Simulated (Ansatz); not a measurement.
```yaml
atoms:
  - { symbol: C, position_ang: [-0.4861, -1.5126, 0.0605] }
  - { symbol: O, position_ang: [-1.3322, -1.9516, 0.7396] }
  - { symbol: Si, position_ang: [0.8428, -0.8703, -0.9432] }
  - { symbol: Si, position_ang: [-1.1998, -0.2297, -1.5695] }
```

Geometry: B3LYP-D4/def2-TZVP.

Theory: isolated molecule in a Gaussian basis; Kohn-Sham density functional theory, functional PBE0 (Ansatz).

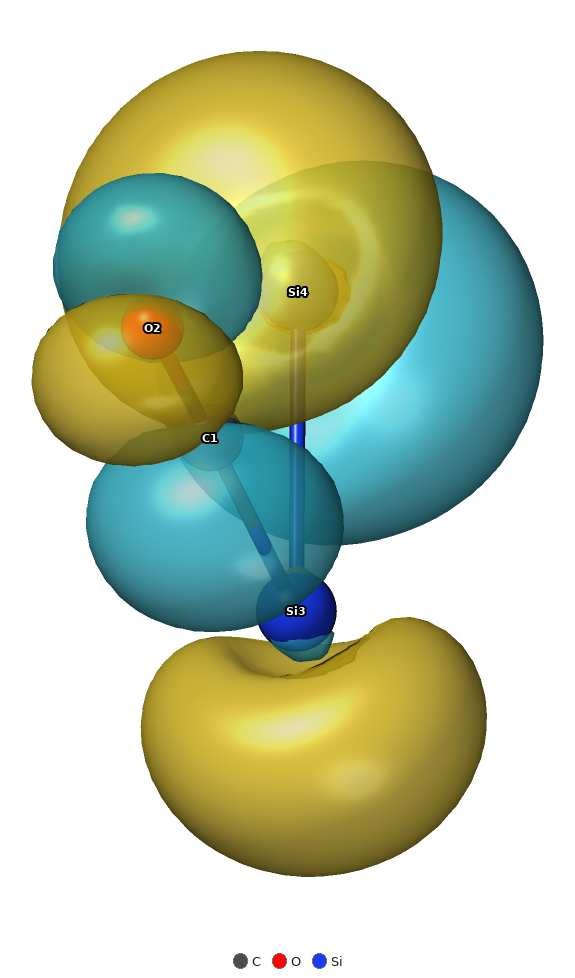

COSi$_{2}$. The LUMO at ±0.1 Å⁻³ᐟ² (yellow and cyan are the two phases), seen at an oblique angle.

**What is the character of this orbital?**

It lies mainly on Si4 (about 50 %), Si3 (about 20 %), O2 (about 15 %) and C1 (about 15 %); it is symmetric in the molecular plane (an in-plane orbital: σ, lone-pair or in-plane π type). Its energy is −3.47 eV.
